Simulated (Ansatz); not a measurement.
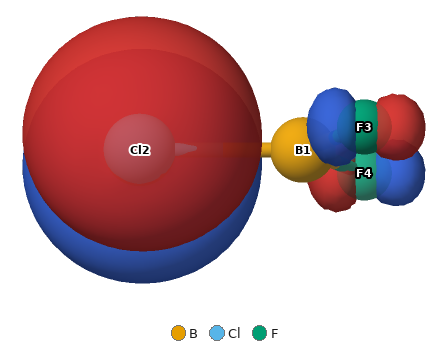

Figure 1: BClF2. The HOMO at ±0.1 Å⁻³ᐟ² (red and blue are the two phases), seen from one side.

These are results of RHF/def2-SVP (Ansatz 0.2.0), not measurements.

**Describe this orbital and give its energy.**

It lies mainly on Cl2 (about 90 %); it is symmetric in the molecular plane (an in-plane orbital: σ, lone-pair or in-plane π type); largely a lone pair of Cl2. Its energy is −13.32 eV.
